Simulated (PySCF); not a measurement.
Vertical excitations of a molecule FH7OSi3 from PySCF 2.14.0 with TDA-PBE/def2-SVPD, as energy in eV (oscillator strength): 4.91 (0.035), 5.49 (0.002), 5.67 (0.004), 5.82 (0.064), 6.39 (0.005), 6.50 (0.010), 6.51 (0.005), 6.58 (0.011), 6.74 (0.040), 6.78 (0.107). Lowest triplet (TDA): 4.33 eV. Coordinates come from a PBE0-D3(BJ)/def2-SVP optimisation. One conformer was computed; it need not be the lowest.

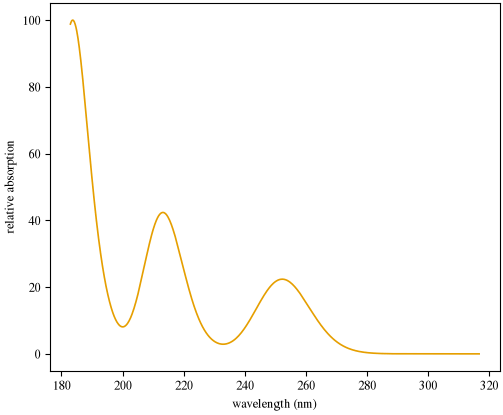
Figure: The lines broadened by 0.4 eV.

Problem. Identify the compound among the candidates.
(A) F[SiH2]O[SiH2][SiH3]
(B) F[Si@H]([SiH3])O[SiH3]
(C) O[Si@H]([SiH3])[SiH2]F
(D) O[SiH2][Si@H](F)[SiH3]

Solution. D, O[SiH2][Si@H](F)[SiH3]
